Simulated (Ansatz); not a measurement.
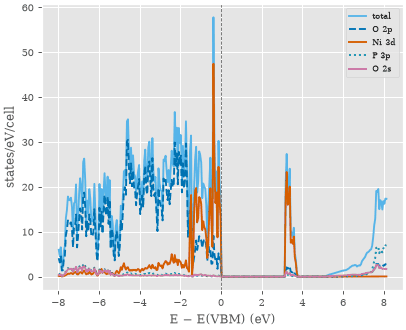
Figure: Total and projected density of states of NiP2O6 in space group C2/c (No. 15; Pearson symbol mS72), r²SCAN (plane waves, PAW; program Ansatz)

Q: Which orbitals carry the states next to the gap?

A: Top 1 eV of the valence band: Ni 3d 71 %, O 2p 26 %. Bottom 1 eV of the conduction band: Ni 3d 84 %, O 2p 9 %. Projections are on Löwdin-orthogonalised atomic valence shells; empty p or d shells of many metals are not among them.

Q: Where is the tallest occupied peak in this window, and what makes it?

A: Near -0.4 eV, about 58 states/eV per cell; the largest projected share is Ni 3d.

The first step of the workflow began from a Materials Project structure, measured or hypothetical; the Crystallography Open Database copy checked does not list it. Whether it is the stable phase at ambient conditions was not checked. The cell was relaxed with r²SCAN under the symmetry of its start; its stability against distortions is not shown here. Spin order of the final state: ferromagnetic, chosen from 2 collinear starts compared on coarse meshes (ties went to the first, and starts can fall back to one state), not a proven ground state. Other orbital occupations within this spin state were not tried. No Hubbard U is applied.

Potentials: the later of the program's two PAW sets.
